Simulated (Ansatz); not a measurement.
# ClGaH2O2: molecular dynamics

Purpose: to follow the molecule's vibrations and see whether its bonds hold. The start is relaxed first. Runs: 300 steps of 0.5 fs at constant energy, with velocities drawn for 3000 K.

All numbers below are computed with Ansatz 0.2.0 (RKS PBE-D4/def2-SVP).

**1. The starting structure**

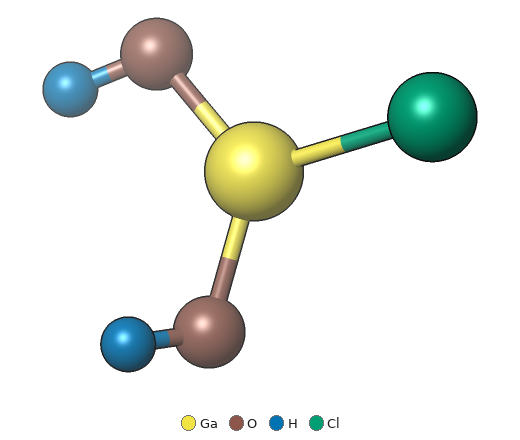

Start, viewed from a chosen angle; gallium yellow, oxygen brown, hydrogen blue, chlorine teal.

Structure file:

```xyz
6

Ga    0.0000    0.0000    0.0000
O     0.0000    0.0000    1.7900
H    -0.9095   -0.2814    2.1271
Cl    1.9398    0.0000   -1.1200
O    -1.5501    0.0000   -0.8950
H    -2.0598   -0.8467   -0.6865
```

**2. Preparing the start**

File input.yaml:

```yaml
crystal:
  periodic: [false, false, false]
  atoms:
    - { symbol: Ga, position_ang: [0.0, 0.0, 0.0] }
    - { symbol: O, position_ang: [0.0, 0.0, 1.79] }
    - { symbol: H, position_ang: [-0.9095, -0.2814, 2.1271] }
    - { symbol: Cl, position_ang: [1.9398, 0.0, -1.12] }
    - { symbol: O, position_ang: [-1.5501, 0.0, -0.895] }
    - { symbol: H, position_ang: [-2.0598, -0.8467, -0.6865] }
basis:
  gaussian: { orbitals: def2-SVP }
hamiltonian:
  xc: pbe
  dispersion: d4
relax:
  f_tol: 0.02
  max_steps: 40
```

Started as:

```bash
ansatz run input.yaml --threads 1 --pin off --max-ram 2048MiB --backend cpu --events-out ev --progress --plain --runs-dir out
```

Output, cut to the lines that bear on the results:

```text
Warning: RAYON_NUM_THREADS=1 ignored (pool sized by the plan → 1); use --threads N
[...]
Functional definition: PBE
[...]
952 factors; their error is unknown
[...]
mean field -68998.75521404 eV, -2535.6574850800 hartree, gradient 7.2e-5 eV, S^2 0.000000; 0 other end points of the search recorded, 0 dependent functions left out
[...]
reference -68998.75525054 eV, -2535.6574864213 hartree; 33, 33 occupied and 55, 55 virtual orbitals, 952 factors
relax step   1: F+E_penalty+E_count = -68998.87356053 eV  Δ(F+E_penalty+E_count) = +0.000e0 eV  max|allowed force component| = 1.273e0 eV/Å  Δτ_max = 0.0000 Å  (26 SCF iters, accepted)
[...]
relax step   7: F+E_penalty+E_count = -68999.10749092 eV  Δ(F+E_penalty+E_count) = -4.554e-4 eV  max|allowed force component| = 1.174e-1 eV/Å  Δτ_max = 0.0181 Å  (26 SCF iters, accepted)
[...]
relax step   8: F+E_penalty+E_count = -68999.10805509 eV  Δ(F+E_penalty+E_count) = -5.642e-4 eV  max|allowed force component| = 6.028e-3 eV/Å  Δτ_max = 0.0212 Å  (26 SCF iters, accepted)
952 factors; their error is unknown
[...]
mean field -68998.98755746 eV, -2535.6660235431 hartree, gradient 7.7e-5 eV, S^2 0.000000; 1 other end points of the search recorded, 0 dependent functions left out
[...]
reference -68998.98759264 eV, -2535.6660248360 hartree; 33, 33 occupied and 55, 55 virtual orbitals, 952 factors
Total energy: -68999.10809027 eV, -2535.6704530422 hartree
Atom 0 at     0.015728    -0.116482    -0.031055 Å, force     0.005806     0.001008    -0.003059 eV/Å
Atom 1 at     0.027376    -0.087079     1.763816 Å, force    -0.006028     0.001046     0.000894 eV/Å
Atom 2 at    -0.862460    -0.217487     2.141497 Å, force     0.002382    -0.001736     0.000342 eV/Å
Atom 3 at     1.890160     0.184723    -1.013560 Å, force     0.000783     0.000058    -0.000528 eV/Å
Atom 4 at    -1.417635    -0.374318    -1.080605 Å, force    -0.000283    -0.001879     0.002291 eV/Å
Atom 5 at    -2.232770    -0.517458    -0.564494 Å, force    -0.002660     0.001504     0.000060 eV/Å
Dipole moment:    -0.640227    -0.102759     0.335591 e Å
```

Wall time 11 s (1 thread of Intel Xeon 6975P-C (Granite Rapids), shared host); peak memory 0.14 GiB.

Relaxation path:

```
step  energy from step 1 (eV)  largest force component (eV/Å)
   1                   0.0000                          1.2734
   2                  -0.0943                          2.1288
   3                  -0.1535                          1.2111
   4                  -0.2049                          0.5012
   5                  -0.2146                          0.6607
   6                  -0.2335                          0.0366
   7                  -0.2339                          0.1174
   8                  -0.2345                          0.0060
```

Step 1 is the start.

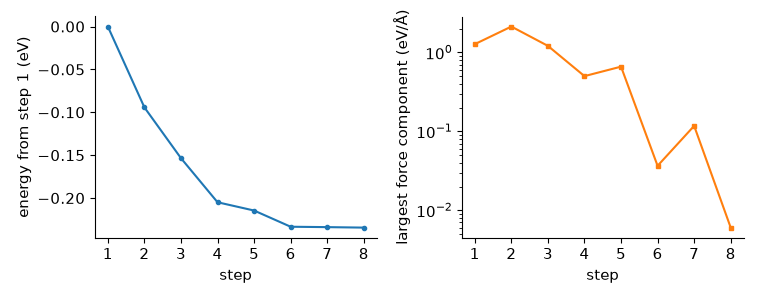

Energy and largest force along the relaxation.

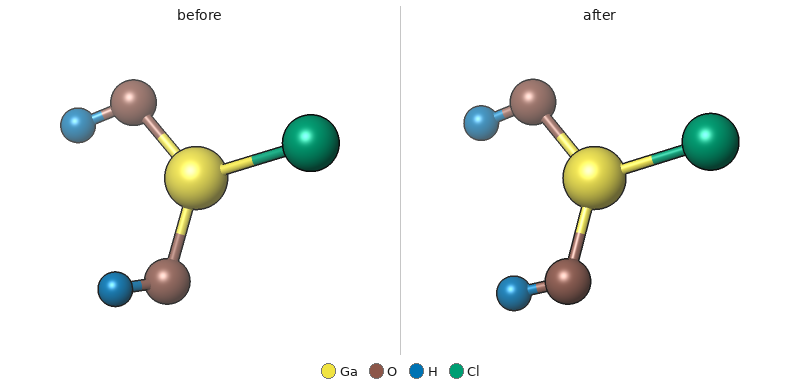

The structure before (left) and after (right), drawn at the same scale.

After: Bond lengths: Ga1–O2 1.795 Å, O2–H3 0.975 Å, Ga1–Cl4 2.138 Å, Ga1–O5 1.795 Å, O5–H6 0.975 Å. Angles: Ga1–O2–H3 112.3°, O2–Ga1–Cl4 116.8°, O2–Ga1–O5 126.3°, Cl4–Ga1–O5 116.9°, Ga1–O5–H6 112.3°.

**3. The run**

300 steps of 0.5 fs at constant energy, with velocities drawn for 3000 K, from the relaxed start. H is given a mass of 3.016 u.

File input.yaml:

```yaml
crystal:
  periodic: [false, false, false]
  atoms:
    - { symbol: Ga, position_ang: [0.015728, -0.116482, -0.031055] }
    - { symbol: O, position_ang: [0.027376, -0.087079, 1.763816] }
    - { symbol: H, position_ang: [-0.86246, -0.217487, 2.141497] }
    - { symbol: Cl, position_ang: [1.89016, 0.184723, -1.01356] }
    - { symbol: O, position_ang: [-1.417635, -0.374318, -1.080605] }
    - { symbol: H, position_ang: [-2.23277, -0.517458, -0.564494] }
basis:
  gaussian: { orbitals: def2-SVP }
hamiltonian:
  xc: pbe
  dispersion: d4
md:
  timestep: 0.5
  n_steps: 300
  ensemble: nve
  temperature: 3000.0
  initial_velocities: maxwell_boltzmann
  seed: 656370
  masses: [{ species: H, mass: 3.016 }]
```

Started as:

```bash
ansatz run input.yaml --threads 1 --pin off --max-ram 2048MiB --backend cpu --events-out ev --progress --plain --runs-dir out
```

Output, cut to the lines that bear on the results:

```text
Warning: RAYON_NUM_THREADS=1 ignored (pool sized by the plan → 1); use --threads N
[...]
[... 1 set-up line as earlier in the session ...]
[...]
952 factors; their error is unknown
[...]
mean field -68998.98755715 eV, -2535.6660235317 hartree, gradient 2.0e-5 eV, S^2 0.000000; 0 other end points of the search recorded, 0 dependent functions left out
[...]
reference -68998.98759233 eV, -2535.6660248246 hartree; 33, 33 occupied and 55, 55 virtual orbitals, 952 factors
md step     0: t =     0.00 fs  T =  3000.0 K  F+E_penalty+E_count = -68999.10805478 eV  E_kin = 1.551120 eV  conserved = -68997.55693480 eV  (26 SCF iters)
[...]
md step    18: t =     9.00 fs  T =  1585.3 K  F+E_penalty+E_count = -68998.37108173 eV  E_kin = 0.819687 eV  conserved = -68997.55139465 eV  (27 SCF iters, 3 dispersion substeps)
[...]
md step    36: t =    18.00 fs  T =  1204.3 K  F+E_penalty+E_count = -68998.17011247 eV  E_kin = 0.622686 eV  conserved = -68997.54742629 eV  (27 SCF iters, 3 dispersion substeps)
[...]
md step    54: t =    27.00 fs  T =  1290.6 K  F+E_penalty+E_count = -68998.21839251 eV  E_kin = 0.667283 eV  conserved = -68997.55110980 eV  (27 SCF iters, 3 dispersion substeps)
[...]
md step    70: t =    35.00 fs  T =  1417.3 K  F+E_penalty+E_count = -68998.28456252 eV  E_kin = 0.732804 eV  conserved = -68997.55175877 eV  (29 SCF iters, 3 dispersion substeps)
md step    71: t =    35.50 fs  T =  1703.8 K  F+E_penalty+E_count = -68998.43571207 eV  E_kin = 0.880921 eV  conserved = -68997.55479107 eV  (29 SCF iters, 3 dispersion substeps)
```

**4. More of the same log: dynamics from the start**

The log, continued, cut to the lines that bear on the results:

```text
md step    72: t =    36.00 fs  T =  1968.1 K  F+E_penalty+E_count = -68998.57416368 eV  E_kin = 1.017587 eV  conserved = -68997.55657703 eV  (28 SCF iters, 3 dispersion substeps)
[...]
md step    94: t =    47.00 fs  T =  2429.6 K  F+E_penalty+E_count = -68998.81252447 eV  E_kin = 1.256176 eV  conserved = -68997.55634820 eV  (27 SCF iters, 3 dispersion substeps)
[...]
md step   116: t =    58.00 fs  T =  1205.8 K  F+E_penalty+E_count = -68998.17435124 eV  E_kin = 0.623450 eV  conserved = -68997.55090162 eV  (26 SCF iters, 3 dispersion substeps)
[...]
md step   138: t =    69.00 fs  T =  2248.7 K  F+E_penalty+E_count = -68998.71848184 eV  E_kin = 1.162672 eV  conserved = -68997.55580946 eV  (25 SCF iters, 3 dispersion substeps)
[...]
md step   160: t =    80.00 fs  T =  1498.5 K  F+E_penalty+E_count = -68998.32958358 eV  E_kin = 0.774796 eV  conserved = -68997.55478750 eV  (27 SCF iters, 3 dispersion substeps)
md step   161: t =    80.50 fs  T =  1182.1 K  F+E_penalty+E_count = -68998.16272035 eV  E_kin = 0.611190 eV  conserved = -68997.55153032 eV  (27 SCF iters, 3 dispersion substeps)
```

**5. The output, continued: dynamics from the start**

Output, continued, cut to the lines that bear on the results:

```text
md step   162: t =    81.00 fs  T =   943.9 K  F+E_penalty+E_count = -68998.03652979 eV  E_kin = 0.488059 eV  conserved = -68997.54847067 eV  (27 SCF iters, 3 dispersion substeps)
[...]
md step   181: t =    90.50 fs  T =  1155.2 K  F+E_penalty+E_count = -68998.14839398 eV  E_kin = 0.597261 eV  conserved = -68997.55113344 eV  (27 SCF iters, 3 dispersion substeps)
[...]
md step   200: t =   100.00 fs  T =  2316.4 K  F+E_penalty+E_count = -68998.75491416 eV  E_kin = 1.197672 eV  conserved = -68997.55724201 eV  (27 SCF iters, 3 dispersion substeps)
[...]
md step   219: t =   109.50 fs  T =  2354.3 K  F+E_penalty+E_count = -68998.77280931 eV  E_kin = 1.217279 eV  conserved = -68997.55553067 eV  (27 SCF iters, 3 dispersion substeps)
[...]
md step   299: t =   149.50 fs  T =  1534.5 K  F+E_penalty+E_count = -68998.34564965 eV  E_kin = 0.793387 eV  conserved = -68997.55226236 eV  (27 SCF iters, 3 dispersion substeps)
[...]
md step   300: t =   150.00 fs  T =  1352.4 K  F+E_penalty+E_count = -68998.25096852 eV  E_kin = 0.699268 eV  conserved = -68997.55170020 eV  (28 SCF iters, 3 dispersion substeps)
Total energy: -68998.25100564 eV, -2535.6389557631 hartree
Atom 0 at    -0.039705    -0.201211    -0.071350 Å, force     0.992032     0.411459    -0.682093 eV/Å
Atom 1 at     0.135416    -0.187755     1.687685 Å, force    -2.443677     1.292796     3.722172 eV/Å
Atom 2 at    -0.619415     0.134218     2.450371 Å, force     2.718040    -1.415902    -3.426962 eV/Å
Atom 3 at     1.986758     0.397312    -0.951061 Å, force    -1.482655    -0.547870     0.417042 eV/Å
Atom 4 at    -1.583318    -0.587956    -0.962861 Å, force     1.154889    -0.699935     0.140842 eV/Å
Atom 5 at    -2.023966     0.258161    -0.897195 Å, force    -0.938629     0.959452    -0.171001 eV/Å
Dipole moment:    -0.588191     0.256634     0.299849 e Å
```

Wall time 5.5 min (1 thread of Intel Xeon 6975P-C (Granite Rapids), shared host); peak memory 0.14 GiB.

**6. The trajectory**

One step in 16; energies are changes from step 0:

```
time (fs)  T (K)  potential energy change (meV/atom)  total energy change (meV/atom)
      0.0   3000                                 0.0                            0.00
      8.0   1965                                90.0                            0.78
     16.0   2212                                67.8                           -0.12
     24.0   1536                               127.1                            0.87
     32.0   2148                                73.4                           -0.02
     40.0   1500                               130.1                            0.88
     48.0   2214                                67.7                           -0.02
     56.0   1537                               126.9                            0.88
     64.0   1886                                96.1                            0.10
     72.0   1287                               148.5                            0.93
     80.0   1499                               129.7                            0.36
     88.0   1148                               160.5                            0.95
     96.0   1644                               117.3                            0.47
    104.0   1221                               154.3                            0.99
    112.0   1643                               117.9                            0.90
    120.0   1721                               111.2                            0.97
    128.0   1531                               127.8                            1.14
    136.0    887                               183.1                            0.99
    144.0    914                               181.1                            1.32
    150.0   1352                               142.8                            0.87
```

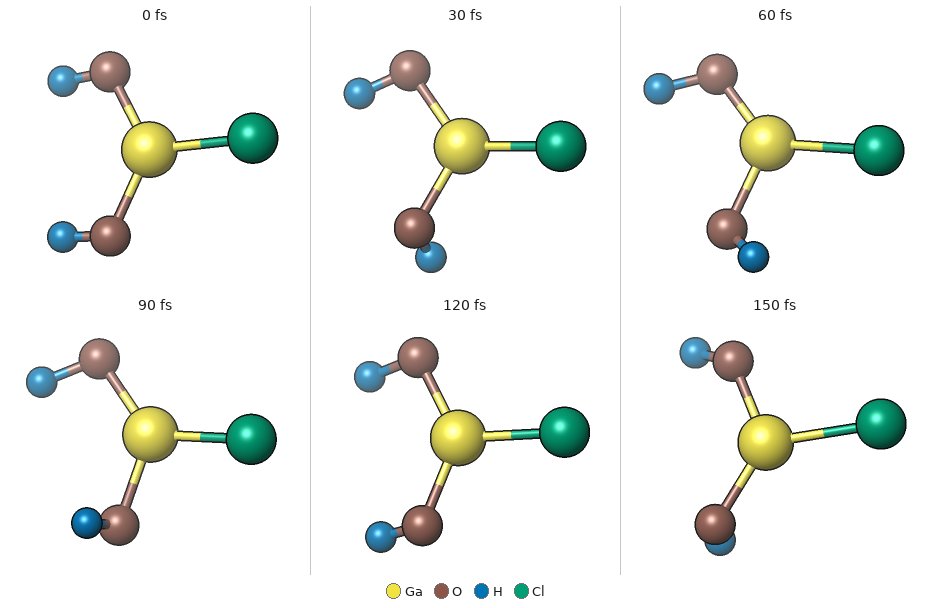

The system at six times, viewed from a chosen angle. Sticks join atoms within a bonding distance in each frame.

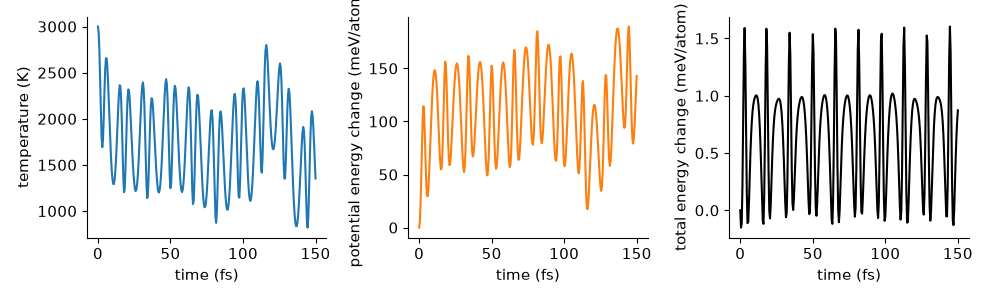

Time series of the run, each on its own scale.

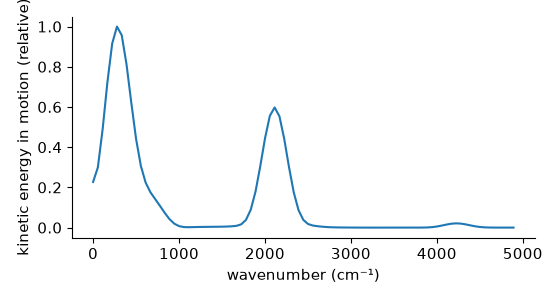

Power spectrum of the mass-weighted velocities; a run of 150 fs resolves no finer than about 440 cm⁻¹.

Maxima of the velocity power spectrum (cm⁻¹, relative height; resolution about 440 cm⁻¹): 280 (100), 2110 (60).

**7. Positions and forces**

Positions (Å) and forces (eV/Å):

```xyz
6
time_fs=19.0 T=1472 dE=0.7957
Ga    0.080   -0.062    0.004   -2.644   -0.664    0.879
O    -0.093   -0.159    1.773    8.149    2.726   -2.201
H    -0.876   -0.412    2.016   -7.918   -2.560    2.432
Cl    1.770    0.154   -1.065    2.458    0.411   -1.175
O    -1.332   -0.555   -1.017   -1.470    1.286   -0.085
H    -2.107    0.105   -1.043    1.425   -1.199    0.150
6
time_fs=37.5 T=2203 dE=0.4137
Ga    0.044   -0.040    0.052    0.609   -0.774    0.824
O    -0.135   -0.188    1.906   -1.006   -0.417   -1.690
H    -1.043   -0.634    1.856    1.067    0.583    0.512
Cl    1.829    0.158   -1.195   -0.252    0.233    0.535
O    -1.355   -0.613   -0.953   -0.195    1.984   -0.551
H    -1.468    0.248   -1.489   -0.222   -1.608    0.371
6
time_fs=56.0 T=1537 dE=0.7616
Ga    0.021   -0.051    0.120    1.228   -0.149   -3.344
O    -0.169   -0.199    1.826   -3.635   -2.321    2.766
H    -1.131   -0.782    2.015    3.790    2.394   -0.858
Cl    1.885    0.182   -1.288   -1.361   -0.036    1.371
O    -1.393   -0.454   -0.923    0.124    0.130   -0.398
H    -1.111   -0.419   -1.868   -0.146   -0.018    0.463
6
time_fs=75.0 T=1194 dE=0.9395
Ga    0.051   -0.074    0.086   -0.103   -0.032    0.017
O    -0.173   -0.212    1.915   -3.270   -2.051    0.231
H    -1.153   -0.777    2.168    3.961    2.411   -1.416
Cl    1.824    0.205   -1.256   -0.556   -0.081    1.036
O    -1.377   -0.266   -1.041    0.067    0.397    0.954
H    -1.118   -1.102   -1.444   -0.099   -0.645   -0.823
6
time_fs=94.0 T=2264 dE=0.3814
Ga    0.078   -0.099    0.046   -1.334   -0.149    1.036
O    -0.085   -0.204    1.860   -0.796   -0.416   -0.650
H    -1.019   -0.545    1.976    0.891    0.434    0.103
Cl    1.724    0.225   -1.135    1.858    0.413   -0.638
O    -1.296   -0.235   -1.120   -0.687   -1.397    0.363
H    -1.610   -1.186   -1.054    0.069    1.115   -0.214
6
time_fs=112.5 T=1443 dE=0.8136
Ga    0.048   -0.129    0.026   -0.618   -0.182   -1.355
O     0.011   -0.206    1.759    9.507    0.350   -1.106
H    -0.812   -0.236    1.948   -9.884   -0.437    2.957
Cl    1.770    0.278   -1.059    1.135    0.264   -0.484
O    -1.291   -0.366   -1.131   -2.043   -0.683    0.246
H    -2.213   -0.708   -0.859    1.904    0.688   -0.258
6
time_fs=131.0 T=2259 dE=0.3826
Ga   -0.014   -0.167   -0.042    0.904    0.109    1.224
O     0.081   -0.209    1.867    2.029   -0.381   -3.038
H    -0.723    0.004    2.295   -2.106    0.419    0.893
Cl    1.915    0.351   -1.025   -0.944   -0.345    0.510
O    -1.440   -0.538   -1.119    0.130    0.614    0.790
H    -2.157   -0.018   -0.681   -0.013   -0.416   -0.379
6
time_fs=150.0 T=1352 dE=0.8571
Ga   -0.040   -0.201   -0.071    0.992    0.411   -0.682
O     0.135   -0.188    1.688   -2.444    1.293    3.722
H    -0.619    0.134    2.450    2.718   -1.416   -3.427
Cl    1.987    0.397   -0.951   -1.483   -0.548    0.417
O    -1.583   -0.588   -0.963    1.155   -0.700    0.141
H    -2.024    0.258   -0.897   -0.939    0.960   -0.171
```

**8. Summary of results**

```
                          quantity                            value
           relaxation of the start          7 moves, 0.234 eV lower
                            length              300 steps of 0.5 fs
  temperature, first and last step                  3000 and 1352 K
          temperature, second half  mean 1714 K, from 820 to 2800 K
     potential energy, second half     +111 meV/atom from the start
largest change of the total energy                    1.60 meV/atom
            bonds formed or broken                                0
```

In words: The temperature starts at 3000 K and averages 1714 K in the second half, where it ranges from 820 to 2800 K; a mean near half the start is what vibrations about a minimum give, since they share energy equally between motion and strain. The total energy strays from its start by at most 1.60 meV/atom, 1.1 % of the mean kinetic energy, so a step of 0.5 fs is short enough over this time. No bond forms or breaks. 150 fs on 6 atoms is far too short and small for converged averages.
